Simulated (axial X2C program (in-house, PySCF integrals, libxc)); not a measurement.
# A two-component session on TlF⁺: EOM-EA-CCSD levels

Wanted for TlF⁺: EOM-EA-CCSD levels, at the two-component level.

Program: an in-house X2C program for linear molecules on PySCF integrals. Level of theory: two-component X2C with atomic mean-field terms, Tl dyall-acv3z, F dyall-av3z. These are calculated values, not measurements.

## (1) Set-up

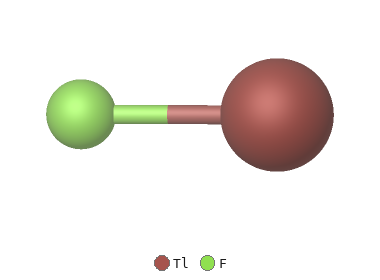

The two atoms at 2.080 Å (thallium brown, fluorine green).

Contents of task.json:

```json
{"zs": [81, 9], "q": 1, "bas": ["dyall-acv3z", "dyall-av3z"], "r0": 2.08, "eom": "ea", "thr": -2.0, "nmax": 92, "grid": [1, 0.96, 1.045, 0.92, 1.09, 1.15]}
```

Keys: zs atomic numbers; q charge; bas basis sets; r0 starting distance in Å; eom kind of EOM run; thr threshold in hartree for freezing inner shells (an s shell follows its p shell); nmax most natural virtual spinors; grid distances as factors.

Run with:

```console
python soeom.py task.json out
```

Nuclei are Gaussian, cores are contracted, and the Gaunt term is on.

## (2) EOM-EA-CCSD at 2.090 Å

Reference: the closed shell TlF²⁺; 18 electrons correlated, 84 virtual spinors; roots sought by Ω: 1/2: 5, 3/2: 4, 5/2: 2, 7/2: 1.

Output:

```text
two-component X2C + atomic mean field  HF
basis functions 232  fitting functions 1218  grid points 5077
iter        total energy     max residual
   1     -20346.945547480     1.01e+00
   2     -20346.988424785     1.70e-02
   3     -20346.989600899     5.93e-02
   4     -20346.990363815     5.94e-03
   5     -20346.990395206     2.25e-03
   6     -20346.990418037     2.46e-03
   7     -20346.990436833     6.39e-04
   8     -20346.990453177     6.69e-04
   9     -20346.990461840     7.25e-04
  10     -20346.990463871     2.34e-04
  11     -20346.990464196     5.03e-05
  12     -20346.990464251     4.39e-05
  13     -20346.990464258     1.28e-05
  14     -20346.990464259     1.67e-06
converged
one-electron -28158.22365685  Coulomb 8036.31870901  exact exchange -390.33126772  xc functional 0.00000000  nuclear repulsion 184.57903673  atomic mean-field constant -19.33328543
correlated 18  virtual 306  natural virtual 84  E(MP2) -0.681183503  MP2 remainder -0.151279493
iter   CCSD correlation   residual
   1     -0.490073338   2.01e-01
   2     -0.505543626   1.46e-01
   3     -0.514964416   5.37e-02
   4     -0.515265144   2.14e-02
   5     -0.515141756   5.93e-03
   6     -0.515173324   3.11e-03
   7     -0.515163634   1.67e-03
   8     -0.515150273   1.34e-03
   9     -0.515184387   1.19e-03
  10     -0.515182710   1.06e-03
  11     -0.515191549   8.39e-04
  12     -0.515188024   4.47e-04
  13     -0.515182797   1.86e-04
  14     -0.515187701   8.04e-05
  15     -0.515186349   3.82e-05
  16     -0.515186764   1.42e-05
  17     -0.515186734   6.04e-06
  18     -0.515186748   3.15e-06
(T) -0.017060822  T1 0.0434  D1 0.1209  max T2 0.232
EOM-EA-CCSD roots
2*Omega      energy/Eh   energy/eV  one-particle weight
    1      -0.69208505    -18.8326      0.945
    1      -0.50054630    -13.6206      0.001
    1      -0.47922090    -13.0403      0.823
    1      -0.44835701    -12.2004      0.341
    1      -0.35087910     -9.5479      0.709
    3      -0.50202234    -13.6607      0.000
    3      -0.43839541    -11.9293      0.952
    3      -0.30947113     -8.4211      0.003
    3      -0.25444664     -6.9238      0.006
    5      -0.29123715     -7.9250      0.000
    5      -0.23108599     -6.2882      0.000
    7      -0.20975404     -5.7077      0.000
```

T1 in the output is the amplitude norm over the root of the electron number; divide by √2 for the Lee–Taylor value.

```csv
Ω,binding energy (eV),above lowest (cm⁻¹),spinor,weight
1/2,18.833,0,"51% Tl sσ, 30% F pσ, 14% Tl pσ",0.94
1/2,13.040,46720,"80% Tl pπ, 9% Tl pσ",0.82
3/2,11.929,55680,91% Tl pπ,0.95
1/2,9.548,74890,"63% Tl pσ, 13% Tl dσ, 9% F pσ",0.71
```

Run time: 28 s. Hardware: 1 thread of Arm Neoverse V2, shared host; peak memory 1.1 GiB.

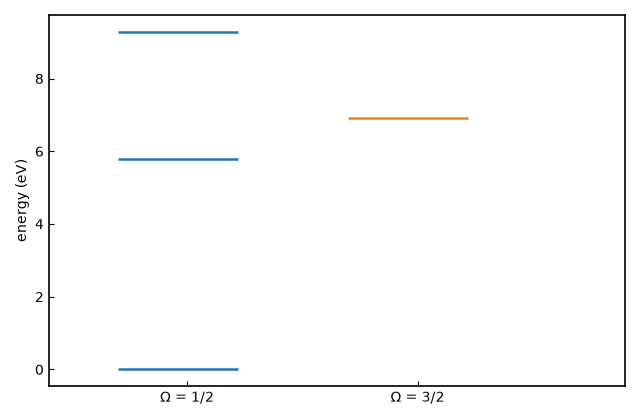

The roots by Ω, from the lowest.

## (3) EOM-EA-CCSD at 2.006 Å

| Ω | binding energy (eV) | above lowest (cm⁻¹) | spinor | weight |
| --- | --- | --- | --- | --- |
| 1/2 | 18.758 | 0 | 52% Tl sσ, 27% F pσ, 16% Tl pσ | 0.96 |
| 1/2 | 12.952 | 46830 | 84% Tl pπ | 0.64 |
| 3/2 | 11.903 | 55290 | 89% Tl pπ, 6% F pπ | 0.96 |
| 1/2 | 9.376 | 75670 | 62% Tl pσ, 15% Tl dσ, 9% F sσ | 0.72 |

Wall time 30 s (1 thread of Arm Neoverse V2, shared host); peak memory 1.1 GiB.

## (4) EOM-EA-CCSD at 2.184 Å

```
  Ω  binding energy (eV)  above lowest (cm⁻¹)                          spinor  weight
1/2               18.921                    0  49% Tl sσ, 35% F pσ, 11% Tl pσ    0.93
1/2               13.197                46160            71% Tl pπ, 18% Tl pσ    0.70
3/2               11.945                56270                       92% Tl pπ    0.94
```

Wall time 30 s (1 thread of Arm Neoverse V2, shared host); peak memory 1.1 GiB.

## (5) EOM-EA-CCSD at 1.923 Å

| Ω | binding energy (eV) | above lowest (cm⁻¹) | spinor | weight |
| --- | --- | --- | --- | --- |
| 1/2 | 18.686 | 0 | 52% Tl sσ, 24% F pσ, 18% Tl pσ | 0.96 |
| 1/2 | 12.840 | 47150 | 85% Tl pπ | 0.94 |
| 3/2 | 11.832 | 55280 | 88% Tl pπ, 7% F pπ | 0.68 |
| 1/2 | 9.169 | 76760 | 61% Tl pσ, 17% Tl dσ, 9% F sσ | 0.70 |
| 3/2 | 5.896 | 103160 | 99% Tl dδ | 0.99 |
| 5/2 | 5.833 | 103670 | 99% Tl dδ | 0.99 |

It took 29 s on 1 thread of Arm Neoverse V2, shared host; peak memory 1.1 GiB.

## (6) EOM-EA-CCSD at 2.278 Å

```csv
Ω,binding energy (eV),above lowest (cm⁻¹),spinor,weight
1/2,19.019,0,"48% Tl sσ, 39% F pσ, 9% Tl pσ",0.91
1/2,13.340,45810,"60% Tl pπ, 29% Tl pσ",0.61
3/2,11.949,57030,93% Tl pπ,0.92
```

Run time: 31 s. Hardware: 1 thread of Arm Neoverse V2, shared host; peak memory 1.1 GiB.

## (7) EOM-EA-CCSD at 2.404 Å

```csv
Ω,binding energy (eV),above lowest (cm⁻¹),spinor,weight
1/2,19.143,0,"43% Tl sσ, 42% F pσ",0.87
1/2,13.309,47050,"54% Tl pπ, 36% Tl pσ",0.61
3/2,11.862,58720,95% Tl pπ,0.87
```

Wall time 38 s (1 thread of Arm Neoverse V2, shared host); peak memory 1.1 GiB.

## (8) Curves of the states

Energies in eV from the lowest point of the lowest state; states are followed by energy order within each Ω.

```
R (Å)  (1)Ω=1/2  (2)Ω=3/2
1.923    0.0312    6.8849
2.006    0.0000    6.8547
2.090    0.0474    6.9506
2.184    0.1467    7.1226
2.278    0.2578    7.3281
2.404    0.4153    7.6958
```

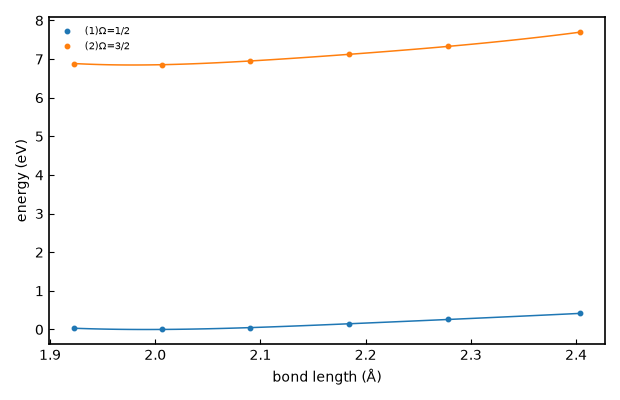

The states along the bond.

## (9) Results

| quantity | value |
| --- | --- |
| lowest root at 2.090 Å | Ω = 1/2, 18.833 eV |
| next root led by one particle | Ω = 1/2, about 46720 cm⁻¹ higher |
| T1 of the reference | 0.031 |

In words: The added electron is bound by 18.83 eV in a spinor of 51% Tl sσ, 30% F pσ, 14% Tl pσ. Errors of 0.1 to 0.3 eV are usual at this size, and roots led by higher excitations are left out, so the list is incomplete, and low states of that kind can be missing. T1 or the largest double amplitude of the reference is raised, which lowers the reliability.
